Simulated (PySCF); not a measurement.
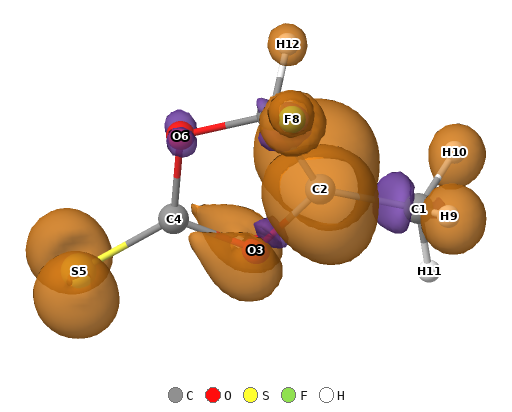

C$_{4}$H$_{4}$FO$_{2}$S (SMILES C[C]1OC(=S)O[C@H]1F) (doublet). Isosurfaces of the spin density at +0.02 (orange) and −0.02 e/Å³ (purple), seen at an oblique angle.

Geometry: GFN2-xTB.

The calculation used UKS B3LYP, pcH-1 on C F H O S, non-relativistic, mean-field spin-orbit, GIAO in PySCF 2.14.0, density-fitted response routines.

```xyz
12

C    -1.6707   -0.5136    0.3893
C    -0.2491   -0.1945    0.1911
O     0.6801   -1.1369   -0.0493
C     1.8461   -0.5607   -0.3331
S     3.2158   -1.3579   -0.6576
O     1.7264    0.7962   -0.2706
C     0.3971    1.1247   -0.0690
F    -0.1193    1.7107   -1.2358
H    -2.2690   -0.1554   -0.4534
H    -2.0533   -0.0292    1.2893
H    -1.7880   -1.5898    0.4777
H     0.2850    1.9057    0.6954
```

Q: Describe the spin distribution.

A: The unpaired spin (1 electron) lies mostly on C2 (about 0.6), S5 (about 0.1) and O3 (about 0.1), in electrons by Hirshfeld's partition.
